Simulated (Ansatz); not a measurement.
The calculation's input:

```
crystal:
  periodic: [false, false, false]
  atoms:
    - {symbol: C, position_ang: [-0.793769, -1.362835, 1.666060]}
    - {symbol: C, position_ang: [-1.060043, 0.063417, 1.183552]}
    - {symbol: C, position_ang: [-1.419812, 0.989632, 2.345712]}
    - {symbol: Si, position_ang: [0.377909, 0.730517, 0.206317]}
    - {symbol: F, position_ang: [1.620393, 0.925554, 1.194986]}
    - {symbol: F, position_ang: [0.003892, 2.197140, -0.311740]}
    - {symbol: C, position_ang: [0.934054, -0.289867, -1.248764]}
    - {symbol: C, position_ang: [-0.220989, -0.565468, -2.211985]}
    - {symbol: C, position_ang: [2.117031, 0.362209, -1.965206]}
    - {symbol: H, position_ang: [0.067026, -1.397336, 2.340001]}
    - {symbol: H, position_ang: [-1.655360, -1.750501, 2.217861]}
    - {symbol: H, position_ang: [-0.596108, -2.051071, 0.839926]}
    - {symbol: H, position_ang: [-1.909472, 0.040460, 0.487202]}
    - {symbol: H, position_ang: [-0.597236, 1.057990, 3.062712]}
    - {symbol: H, position_ang: [-1.648908, 2.001782, 2.005287]}
    - {symbol: H, position_ang: [-2.294293, 0.610324, 2.883179]}
    - {symbol: H, position_ang: [1.271874, -1.247768, -0.830121]}
    - {symbol: H, position_ang: [0.114397, -1.184978, -3.049148]}
    - {symbol: H, position_ang: [-1.050146, -1.088369, -1.727945]}
    - {symbol: H, position_ang: [-0.615025, 0.364319, -2.632216]}
    - {symbol: H, position_ang: [2.961064, 0.527875, -1.292161]}
    - {symbol: H, position_ang: [1.834716, 1.329663, -2.389140]}
    - {symbol: H, position_ang: [2.463504, -0.269589, -2.788768]}
basis:
  gaussian: {orbitals: def2-TZVPP}
hamiltonian: {xc: pbe0, dispersion: d4}
output: {orbitals: {seedname: orbitals}}
```

Launched as:

```sh
ansatz run in.yaml --threads 4 --pin off --events-out ev --progress --plain --max-ram 66560MiB --backend cuda --devices 0, --max-vram 37GiB
```

Geometry: PBE0-D4/def2-TZVP.

The calculation used Ansatz, RKS PBE0-D4/def2-TZVPP.

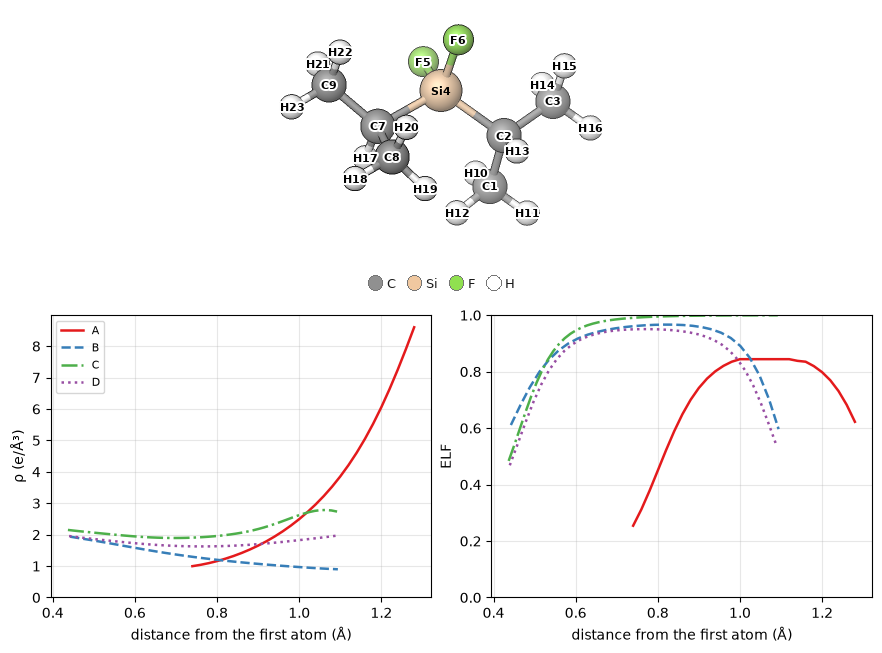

C$_{6}$H$_{14}$F$_{2}$Si (SMILES CC(C)[Si](F)(F)C(C)C). Total electron density and electron localisation function along straight lines between neighbouring atoms. The curves leave out the atomic cores. The structure is drawn too.

### Which curve belongs to which contact (C–C, C–H, C–Si and Si–F)? The first atom named is at distance zero.

Curve A: Si–F (1.60 Å): the density is about 1.2 e/Å³ at the midpoint; the ELF peaks at about 0.85 in the valence shell of F, 0.6 Å from its nucleus, and is about 0.45 at the midpoint. Curve B: C–Si (1.86 Å): the density is about 1 e/Å³ at the midpoint; the ELF peaks at about 0.95 between the atoms, as expected for a shared electron pair. Curve C: C–H (1.09 Å): ρ at the midpoint is about 2 e/Å³; the ELF climbs to about 1 towards the hydrogen, as it does in any bond to H (an ordinary covalent bond to hydrogen). Curve D: C–C (1.53 Å): the density is about 1.6 e/Å³ at the midpoint; the ELF peaks at about 0.95 between the atoms (localised, covalent bonding).
